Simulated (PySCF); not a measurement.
# C$_{3}$H$_{7}$FOSi: NMR shielding calculation

The run: NMR shielding calculation of C$_{3}$H$_{7}$FOSi. Method and program: GIAO PBE0/cc-pVTZ NMR shielding, non-relativistic, gas phase (PySCF 2.14.0).

The geometry comes from this level: PBE0-D3(BJ)/def2-SVP. Figures and captions count atoms from 1; the log counts them from 0 in places.

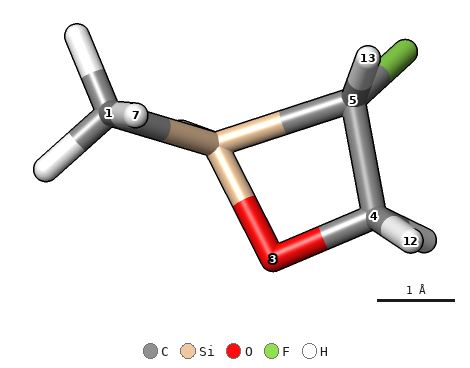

*The input geometry (stick view, seen at a tilt; atoms are numbered from 1 in the order of the input).*

Bond lengths as drawn: C–C 1.54 Å, C–F 1.37 Å, C–H 1.10 Å, C–O 1.43 Å, C–Si 1.86 to 1.91 Å, H–Si 1.49 Å and O–Si 1.70 Å.

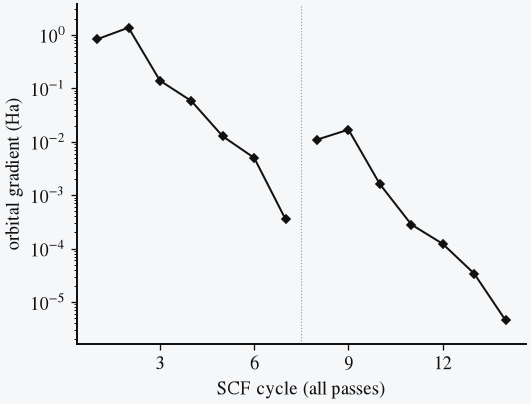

*Convergence of the self-consistent field: orbital gradient against the SCF cycle. The dotted line marks the change from a coarse to the final integration grid.*

The first 7 cycles use a coarse grid, the final grid takes over at cycle 8, and the field converges after 14 cycles in all.

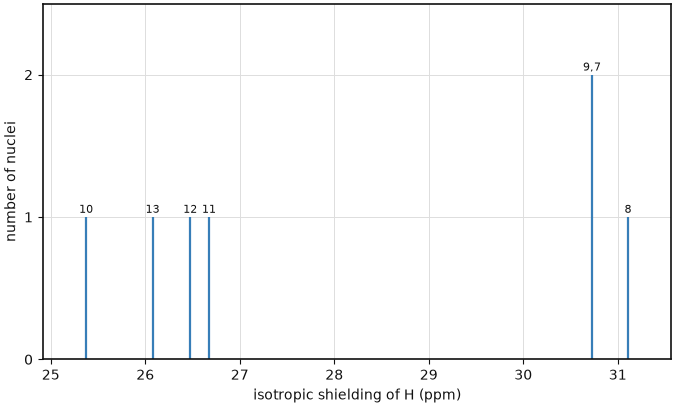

*Isotropic shieldings of the hydrogen nuclei in this fixed geometry, labelled by atom number; shielding grows to the right, so chemical shift grows to the left.*

The least shielded is H10 (25.4 ppm), the most shielded H8 (31.1 ppm).

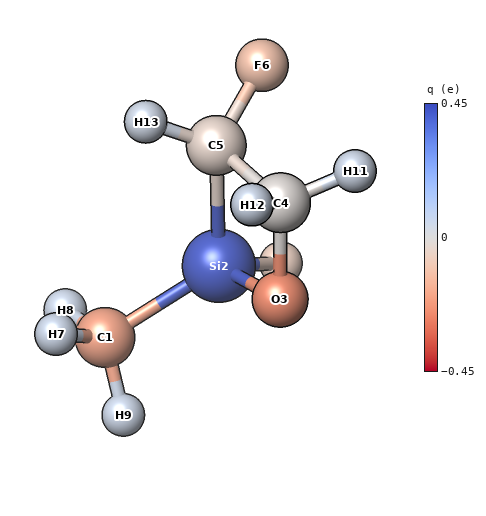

*Hirshfeld charges, as the colour of each atom (ball-and-stick view, seen at a tilt; atoms are numbered from 1 in the order of the input).*

By element: C −0.21 to −0.01, Si +0.43, O −0.26, F −0.12 and H −0.08 to +0.06 e.

The input and output of the run follow.

Input file:
```
{"job": {"kind": "nmr", "xc": "PBE0", "basis": "cc-pVTZ", "pop": true}, "charge": 0, "multiplicity": 1}
C      1.941078     0.203815     1.093671
Si     0.711739    -0.580670    -0.062511
O      0.239339     0.430527    -1.342389
C     -1.161330     0.335567    -1.054401
C     -1.166815    -0.462482     0.265154
F     -1.911586    -1.616140     0.212144
H      1.563936     1.161125     1.483015
H      2.166430    -0.461328     1.941851
H      2.885188     0.399651     0.560322
H      1.172213    -1.934159    -0.492773
H     -1.701429    -0.232271    -1.832705
H     -1.603087     1.344226    -0.983266
H     -1.501684     0.132878     1.131242
```

The first line tells a small driver script what to run in PySCF; the rest is the geometry in Å.

Run as:
```bash
OMP_NUM_THREADS=1 python <driver script> task.json out
```

The program's output:
```
coarse grid: 11400 points
cycle   1  E = -582.6595002749  dE =  6.497e-01  |g| = 8.276e-01  |ddm| = 6.747e+00
cycle   2  E = -582.4505675645  dE =  2.089e-01  |g| = 1.362e+00  |ddm| = 2.674e+00
cycle   3  E = -582.7786303948  dE = -3.281e-01  |g| = 1.390e-01  |ddm| = 1.731e+00
cycle   4  E = -582.7819662310  dE = -3.336e-03  |g| = 5.783e-02  |ddm| = 2.576e-01
cycle   5  E = -582.7825568536  dE = -5.906e-04  |g| = 1.260e-02  |ddm| = 8.203e-02
cycle   6  E = -582.7825784627  dE = -2.161e-05  |g| = 4.982e-03  |ddm| = 2.031e-02
cycle   7  E = -582.7825831921  dE = -4.729e-06  |g| = 3.510e-04  |ddm| = 6.782e-03
final grid: 105968 points
cycle   8  E = -582.7807762632  dE = -5.562e-05  |g| = 1.094e-02  |ddm| = 8.334e-02
cycle   9  E = -582.7807471549  dE =  2.911e-05  |g| = 1.683e-02  |ddm| = 3.408e-02
cycle  10  E = -582.7807986437  dE = -5.149e-05  |g| = 1.603e-03  |ddm| = 2.003e-02
cycle  11  E = -582.7807991375  dE = -4.938e-07  |g| = 2.822e-04  |ddm| = 2.596e-03
cycle  12  E = -582.7807991520  dE = -1.447e-08  |g| = 1.225e-04  |ddm| = 4.836e-04
cycle  13  E = -582.7807991541  dE = -2.106e-09  |g| = 3.401e-05  |ddm| = 1.640e-04
cycle  14  E = -582.7807991543  dE = -1.910e-10  |g| = 4.542e-06  |ddm| = 4.547e-05
converged SCF energy = -582.7807991543

GIAO shielding tensors (ppm)
atom      isotropic    diamagn.    paramagn.     s11        s22        s33       span
  0 C      186.492     243.818     -57.326    176.197    189.269    194.011     17.813
  1 Si     319.507     887.578    -568.071    260.189    312.661    385.670    125.481
  2 O      288.228     389.468    -101.239    249.164    274.667    340.854     91.690
  3 C      109.614     242.020    -132.407     80.373     97.716    150.752     70.379
  4 C       95.280     242.547    -147.267     54.103     88.725    143.014     88.911
  5 F      412.090     466.623     -54.533    362.640    386.930    486.700    124.060
  6 H       30.746      30.064       0.683     27.021     28.859     36.359      9.338
  7 H       31.109      28.746       2.363     27.734     27.780     37.812     10.078
  8 H       30.708      28.554       2.154     27.224     27.951     36.949      9.725
  9 H       25.374      29.575      -4.201     22.629     24.479     29.014      6.385
 10 H       26.674      29.663      -2.989     23.699     25.809     30.515      6.816
 11 H       26.476      29.776      -3.300     23.017     25.612     30.799      7.782
 12 H       26.078      30.155      -4.077     23.157     25.314     29.762      6.605
```

Summary:

```tsv
quantity	value
outcome	converged
total energy	−582.780799 hartree
HOMO	−7.74 eV
LUMO	0.18 eV
dipole moment	1.97 D
isotropic shielding, C	95.3 to 186.5 ppm
isotropic shielding, Si	319.5 ppm
isotropic shielding, O	288.2 ppm
isotropic shielding, F	412.1 ppm
isotropic shielding, H	25.4 to 31.1 ppm
hardware	1 CPU thread, shared host
wall time	49 s
peak memory	1 GiB
```
